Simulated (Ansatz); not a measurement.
# H₂O₂S₂W: what the fields show

Input

```
crystal:
  periodic: [false, false, false]
  atoms:
    - {symbol: O, position_ang: [-0.566434, 1.032243, -1.267580]}
    - {symbol: O, position_ang: [0.273940, -1.719021, -0.128709]}
    - {symbol: S, position_ang: [-0.579830, 0.634005, 1.982899]}
    - {symbol: S, position_ang: [2.357262, 0.763182, 0.127784]}
    - {symbol: W, position_ang: [0.319971, 0.136760, 0.117767]}
    - {symbol: H, position_ang: [-1.446446, 1.423912, -1.217720]}
    - {symbol: H, position_ang: [-0.297162, -2.339180, 0.339860]}
basis:
  gaussian:
    orbitals: def2-TZVPD
hamiltonian:
  xc: {name: PBE0}
output:
  forces: true
  orbitals: {seedname: orbitals}
```

Launched as:

```sh
ansatz run input.yaml --threads 2 --pin off --max-ram 5220MiB --events-out events.jsonl --progress --plain --runs-dir runs
```

Geometry: PBE0-D4/def2-SVP; core potentials replace the inner electrons of W.

Level of theory: isolated molecule in a Gaussian basis; Kohn-Sham density functional theory, functional PBE0 in Ansatz.

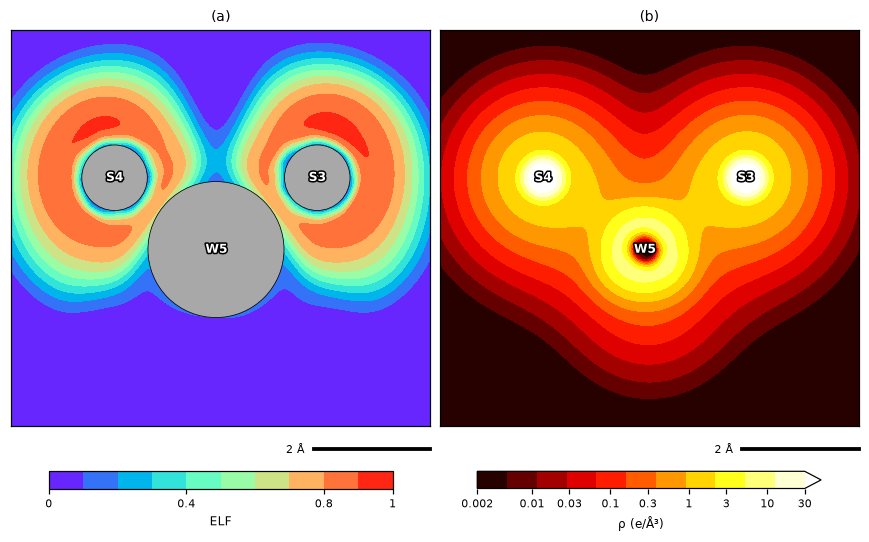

Figure 1. (a) electron localisation function; (b) electron density on the plane of atoms S3, W5 and S4. Grey discs cover the atomic cores in the ELF map.

### Read the bonding off the picture.

- Atoms in the plane: S and W.
- W–S (2.13 Å): ρ at the midpoint is about 1.1 e/Å³; the ELF peaks at about 0.75 in the valence shell of S, 0.8 Å from its nucleus, and is about 0.50 at the midpoint.

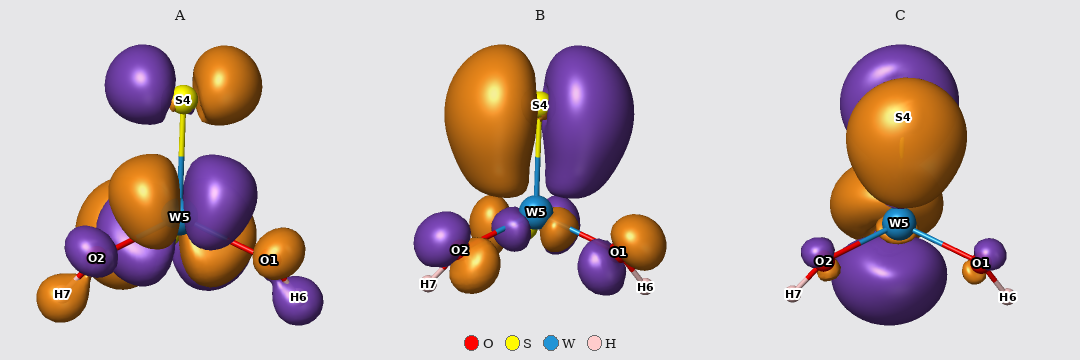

Figure 2. Three frontier orbitals at ±0.1 Å⁻³ᐟ² (orange and purple are the two phases), in no order.

### Which picture is the HOMO−1, the HOMO and the LUMO?

B is the HOMO−1 (−7.94 eV). It lies mainly on S4 (about 65 %) and W5 (about 15 %). C is the HOMO (−7.24 eV). Its weight (Hirshfeld) is mainly on S4 (about 50 %), S3 (about 40 %) and W5 (about 10 %); largely a combination of lone pairs on S4 and S3. A is the LUMO (−2.71 eV). It lies mainly on W5 (about 50 %), S3 (about 25 %) and S4 (about 15 %).

### What is the HOMO–LUMO gap?

4.53 eV between the orbital energies.

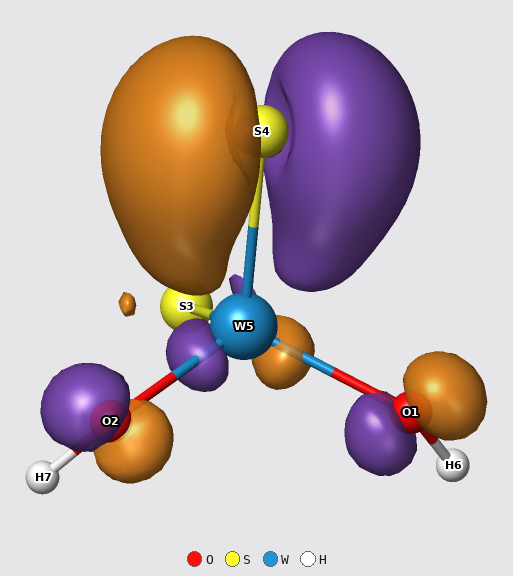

Figure 3. The HOMO−1 at ±0.15 Å⁻³ᐟ² (orange and purple are the two phases), seen at a tilt.

### What is the character of this orbital?

It lies mainly on S4 (about 65 %) and W5 (about 15 %). Its energy is −7.94 eV.
